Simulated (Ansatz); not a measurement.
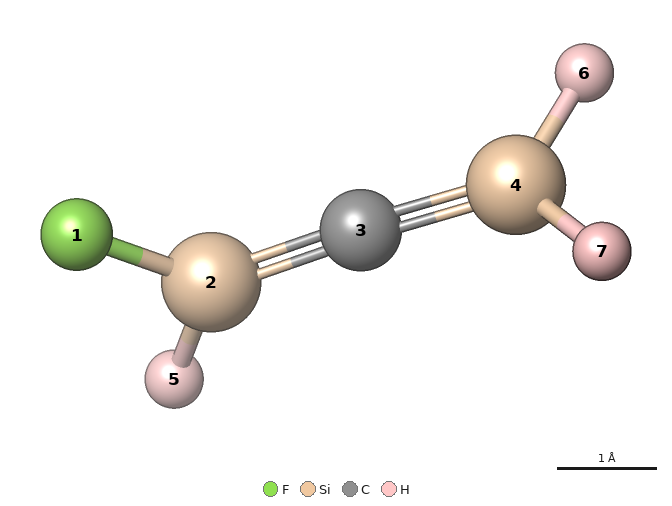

Orthographic view. Depth is shown by fading: the farther an atom, the more it takes the colour of the background. The geometry was computed by an optimisation with PBE0-D4/def2-TZVP. No frequency run is at hand to confirm it as a minimum.

Write a MOL file (V2000) with the atoms in numerical order, bonds sorted by atom number with the orders drawn, and coordinates in the frame of the picture: x right, y up, z towards the viewer, origin at the mean position.

```
CH3FSi2
                    3D

  7  6  0  0  0  0  0  0  0  0999 V2000
   -2.8700   -0.0100    0.2900 F   0  0  0  0  0  0  0  0  0  0  0  0
   -1.5100   -0.4900   -0.3800 Si  0  0  0  0  0  4  0  0  0  0  0  0
    0.0000    0.0300    0.0400 C   0  0  0  0  0  0  0  0  0  0  0  0
    1.5700    0.4900    0.3800 Si  0  0  0  0  0  4  0  0  0  0  0  0
   -1.8900   -1.4700   -1.4100 H   0  0  0  0  0  0  0  0  0  0  0  0
    2.2600    1.6300   -0.2800 H   0  0  0  0  0  0  0  0  0  0  0  0
    2.4400   -0.1800    1.3700 H   0  0  0  0  0  0  0  0  0  0  0  0
  1  2  1  0
  2  3  2  0
  2  5  1  0
  3  4  2  0
  4  6  1  0
  4  7  1  0
M  END
```
